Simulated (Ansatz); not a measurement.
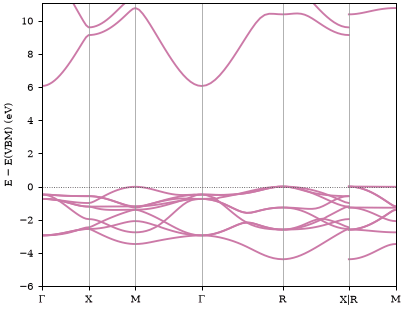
Figure: Band structure from DFT-LDA in the program Ansatz with PAW potentials

### Question
Read off the gap and where the band edges lie.

### Answer
About 6.1 eV (6.06 eV by a search for the band edges); maximum at R, minimum at Γ.

The material is NaMgF$_{3}$ (cubic perovskite, Pm-3m).

The first step of the workflow began from a Materials Project structure, measured or hypothetical; the Crystallography Open Database copy checked does not list it. COD files the formula under space group No. 62, so this cell is another polymorph or a model. Whether it is the stable phase at ambient conditions was not checked. The LDA relaxation kept the symmetry of its start. At this level the phase is dynamically unstable (imaginary phonons).

Potentials: the later of the program's two PAW sets.
